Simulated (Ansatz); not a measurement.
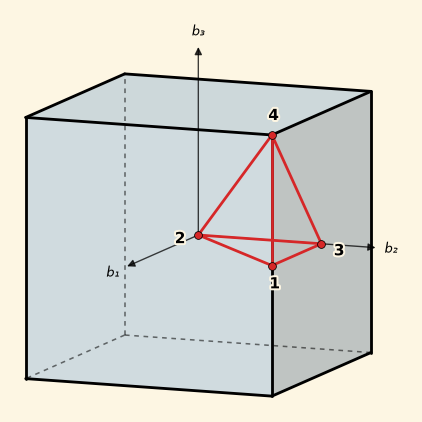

The first Brillouin zone of a simple cubic lattice (cP; extended symbol cP2) is drawn with its special points numbered. Crystal: WSe, the geometry relaxed with DFT r2SCAN, scalar-relativistic, plane waves, PAW in Ansatz 0.2.0; the starting structure was generated, so it need not be a known form of this composition. Symmetry computed with spglib at a tolerance of 0.002 Å; standard conventional cell.

a = 3.131 Å, b = 3.131 Å, c = 3.131 Å, α = 90.00°, β = 90.00°, γ = 90.00°.

Labels and path follow the convention of Hinuma et al. (2017), as computed by seekpath; the arrows show the directions of the reciprocal primitive vectors b₁, b₂, b₃, in which coordinates are given.

Q: Which special point is each number?

A:
```json
{"no.": "1", "label": "M", "coordinates": "(1/2, 1/2, 0)"}
{"no.": "2", "label": "Γ", "coordinates": "(0, 0, 0)"}
{"no.": "3", "label": "X", "coordinates": "(0, 1/2, 0)"}
{"no.": "4", "label": "R", "coordinates": "(1/2, 1/2, 1/2)"}
```
